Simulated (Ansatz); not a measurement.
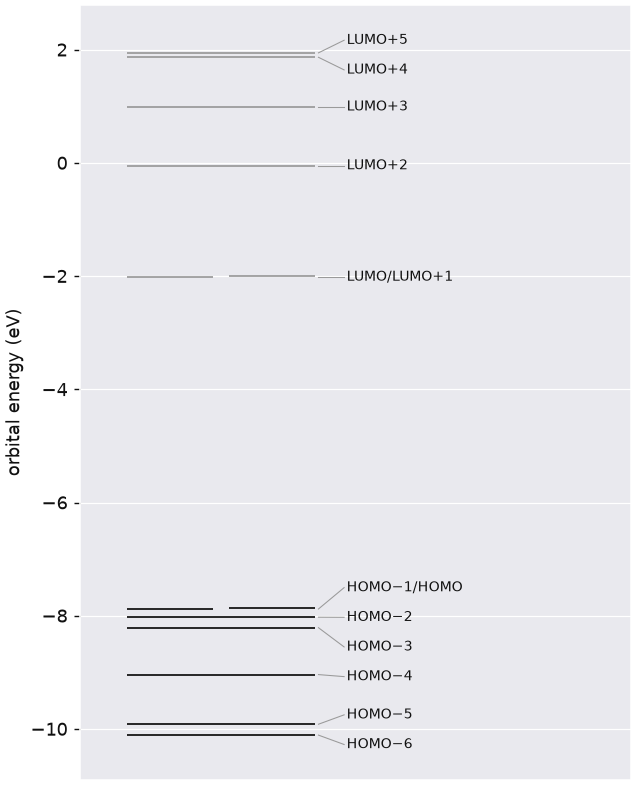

Kohn-Sham orbital energies near the frontier, r2SCANh/def2-TZVPP with the Ansatz code 0.2.0, at a PBE0-D4/def2-TZVP geometry (a minimum by its frequencies), isolated molecule; empty levels in grey, levels within 0.03 eV side by side.

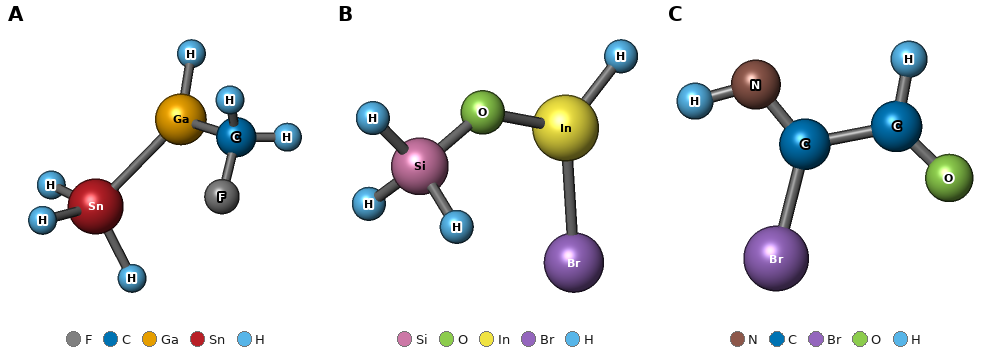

Which molecule has this level scheme? Choose among the lettered structures.

Answer. Structure B, InSiH₄OBr, SMILES [SiH3][O][InH][Br], singlet. HOMO −7.86 eV, LUMO −2.02 eV, separation 5.84 eV.

Note: core potentials past krypton; no scalar relativity up to krypton; spin-orbit coupling is left out, and with Br and In it can shift these levels and split any degenerate set; one conformer of a flexible molecule; empty levels above zero depend strongly on the basis.
